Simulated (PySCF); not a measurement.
# SnH2Cl2 (SMILES [Cl][SnH2][Cl]) at MP2/ccECP-cc-pVDZ (core potential)

What is the vertical ionisation energy of SnH2Cl2 at MP2/ccECP-cc-pVDZ (core potential)? Input form: a Python script.

The results are computed with PySCF 2.14.0.

## 1. Starting point

SnH2Cl2 has 5 atoms, charge 0, and is taken as a singlet. SMILES: `[Cl][SnH2][Cl]`. The coordinates come from a PBE0-D4/def2-TZVP relaxation.

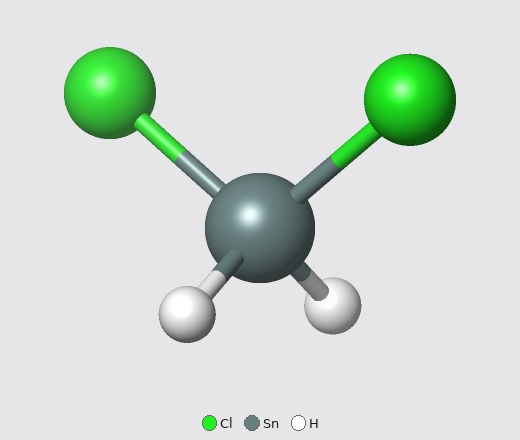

The structure, seen from a chosen angle (chlorine green, tin teal, hydrogen white).

## 2. A single-point energy at MP2/ccECP-cc-pVDZ (core potential)

run.py

```python
from pyscf import gto, scf, mp

molecule = gto.Mole()
molecule.atom = '''
Cl    -3.392625    -0.616429     2.279955
Sn     0.363583    -0.194453     0.072943
Cl    -0.473187     2.448140    -3.314391
H      1.137993    -3.073262    -1.100010
H      2.458534     1.296919     1.983079
'''
molecule.basis = 'ccecp-cc-pvdz'
molecule.max_memory = 1860
molecule.verbose = 4
molecule.ecp = {'Cl': 'ccecp', 'Sn': 'ccecp', 'H': 'ccecp'}
molecule.unit = 'bohr'
molecule.build()

mf = scf.RHF(molecule)
mf.conv_tol = 1e-10
mf.kernel()
if not mf.converged:
    mf = mf.newton().run(mf.mo_coeff, mf.mo_occ)

pt = mp.MP2(mf).run()
e_tot = pt.e_tot
print('Final energy', e_tot)
```

The run is started by

```console
OMP_NUM_THREADS=1 python run.py
```

What it wrote:

```text
PySCF version 2.14.0

[INPUT] num. atoms = 5
[INPUT] num. electrons = 20
[INPUT] charge = 0
[INPUT] spin (= nelec alpha-beta = 2S) = 0
[INPUT] symmetry False subgroup None
[INPUT] Mole.unit = bohr
[INPUT] Symbol           X                Y                Z      unit          X                Y                Z       unit  Magmom
[INPUT]  1 Cl    -1.795299835197  -0.326200178950   1.206500227923 AA   -3.392625000000  -0.616429000000   2.279955000000 Bohr   0.0
[INPUT]  2 Sn     0.192399837878  -0.102900096195   0.038599773296 AA    0.363583000000  -0.194453000000   0.072943000000 Bohr   0.0
[INPUT]  3 Cl    -0.250399776904   1.295499897142  -1.753900185278 AA   -0.473187000000   2.448140000000  -3.314391000000 Bohr   0.0
[INPUT]  4 H      0.602199961786  -1.626300213586  -0.582100223784 AA    1.137993000000  -3.073262000000  -1.100010000000 Bohr   0.0
[INPUT]  5 H      1.301000165072   0.686299979209   1.049400214254 AA    2.458534000000   1.296919000000   1.983079000000 Bohr   0.0

nuclear repulsion = 27.0011026830196
number of shells = 21
number of NR pGTOs = 167
number of NR cGTOs = 49
basis = ccecp-cc-pvdz
ecp = {'Cl': 'ccecp', 'Sn': 'ccecp', 'H': 'ccecp'}

******** <class 'pyscf.scf.hf.RHF'> ********
method = RHF
initial guess = minao
damping factor = 0
level_shift factor = 0
DIIS = <class 'pyscf.scf.diis.CDIIS'>
diis_start_cycle = 1
diis_space = 8
diis_damp = 0
SCF conv_tol = 1e-10
SCF conv_tol_grad = None
SCF max_cycles = 50
direct_scf = True
direct_scf_tol = 1e-13
Set gradient conv threshold to 1e-05
Initial guess from minao.
init E= -33.5091432564078
  HOMO = -0.360213120004298  LUMO = 0.0353264918682508  gap/eV = 10.76318
cycle= 1 E= -33.9448557995831  delta_E= -0.436  |g|= 0.314  |ddm|= 2.94
  HOMO = -0.431130001886626  LUMO = 0.0716429639499785  gap/eV = 13.68115
cycle= 2 E= -33.9821503078798  delta_E= -0.0373  |g|= 0.114  |ddm|= 1.04
  HOMO = -0.446962604388571  LUMO = 0.0977217602536372  gap/eV = 14.82162
cycle= 3 E= -33.9864671813269  delta_E= -0.00432  |g|= 0.0179  |ddm|= 0.198
  HOMO = -0.445733929764517  LUMO = 0.101610230094052  gap/eV = 14.89399
cycle= 4 E= -33.9866999465027  delta_E= -0.000233  |g|= 0.0032  |ddm|= 0.0714
  HOMO = -0.44571653693597  LUMO = 0.101406303946251  gap/eV = 14.88797
cycle= 5 E= -33.9867089931781  delta_E= -9.05e-06  |g|= 0.000888  |ddm|= 0.0118
  HOMO = -0.445874193405554  LUMO = 0.101380246894636  gap/eV = 14.89155
cycle= 6 E= -33.9867096344371  delta_E= -6.41e-07  |g|= 0.000238  |ddm|= 0.00308
  HOMO = -0.445845118980303  LUMO = 0.101432862828074  gap/eV = 14.89219
cycle= 7 E= -33.9867096872621  delta_E= -5.28e-08  |g|= 2.68e-05  |ddm|= 0.00105
  HOMO = -0.445843635744508  LUMO = 0.10143256463991  gap/eV = 14.89214
cycle= 8 E= -33.9867096877785  delta_E= -5.16e-10  |g|= 3.89e-06  |ddm|= 9.59e-05
  HOMO = -0.44584428322024  LUMO = 0.101432496728603  gap/eV = 14.89216
cycle= 9 E= -33.9867096877883  delta_E= -9.85e-12  |g|= 8.31e-07  |ddm|= 1.19e-05
  HOMO = -0.445844208100794  LUMO = 0.101432647407517  gap/eV = 14.89216
Extra cycle  E= -33.9867096877887  delta_E= -3.55e-13  |g|= 3.07e-07  |ddm|= 2.16e-06
converged SCF energy = -33.9867096877887

******** <class 'pyscf.mp.mp2.RMP2'> ********
nocc = 10, nmo = 49
E(RMP2) = -34.3302274552381  E_corr = -0.34351776744937
E(SCS-RMP2) = -34.3268254028548  E_corr = -0.340115715066137
E_corr(same-spin) = -0.0831987760074313
E_corr(oppo-spin) = -0.260318991441939
Final energy -34.330227455238074
```

Wall time 1.6 s (1 thread of Intel Xeon Platinum 8488C (Sapphire Rapids), shared host); peak memory 0.13 GiB.

## 3. The doublet cation, same level

geometry.xyz

```xyz
5
Cl2H2Sn
Cl    -1.795300    -0.326200     1.206500
Sn     0.192400    -0.102900     0.038600
Cl    -0.250400     1.295500    -1.753900
H      0.602200    -1.626300    -0.582100
H      1.301000     0.686300     1.049400
```

calc.py

```python
from pyscf import gto, scf, mp

molecule = gto.Mole()
molecule.atom = 'geometry.xyz'
molecule.charge = 1
molecule.ecp = {'Cl': 'ccecp', 'Sn': 'ccecp', 'H': 'ccecp'}
molecule.verbose = 3
molecule.max_memory = 1860
molecule.spin = 1
molecule.basis = 'ccecp-cc-pvdz'
molecule.build()

mf = scf.UHF(molecule)
mf.conv_tol = 1e-10
mf.kernel()
if not mf.converged:
    mf = mf.newton().run(mf.mo_coeff, mf.mo_occ)

pt = mp.MP2(mf).run()
energy = pt.e_tot
print('E(%s) = %.9f' % ('MP2', energy))
```

The run is started by

```console
OMP_NUM_THREADS=1 python calc.py
```

What it wrote:

```text
converged SCF energy = -33.5600491866072  <S^2> = 0.78365845  2S+1 = 2.0333799
E(UMP2) = -33.9136352521112  E_corr = -0.353586065503959
E(SCS-UMP2) = -33.9066346258897  E_corr = -0.346585439282482
E(MP2) = -33.913635252
```

Wall time 1.8 s (1 thread of Intel Xeon Platinum 8488C (Sapphire Rapids), shared host); peak memory 0.13 GiB.

## 4. Summary of results

At MP2/ccECP-cc-pVDZ (core potential):

| quantity | value |
| --- | --- |
| singlet SnH2Cl2: total energy | -34.33023 Eh |
| singlet SnH2Cl2: dipole moment (Hartree–Fock density) | 3.29 D |
| singlet SnH2Cl2: HOMO energy (Hartree–Fock orbitals) | -12.13 eV |
| singlet SnH2Cl2: LUMO energy (Hartree–Fock orbitals) | 2.76 eV |
| singlet SnH2Cl2: HOMO–LUMO gap (Hartree–Fock orbitals) | 14.89 eV |
| singlet SnH2Cl2: correlation energy | -343.5 mEh |
| doublet cation: total energy | -33.91364 Eh |
| doublet cation: HOMO energy (Hartree–Fock orbitals) (highest over α and β) | -15.59 eV |
| doublet cation: LUMO energy (Hartree–Fock orbitals) (lowest over α and β) | -11.08 eV |
| doublet cation: correlation energy | -353.6 mEh |
| doublet cation: ⟨S²⟩ of the reference determinant | 0.784 |
| vertical ionisation energy (to the doublet cation) | 11.336 eV |

The vertical ionisation energy comes to 11.34 eV (261 kcal/mol). Mulliken charges (singlet SnH2Cl2) of the mean-field density run from -0.38 on Cl1 to +0.96 on Sn2.
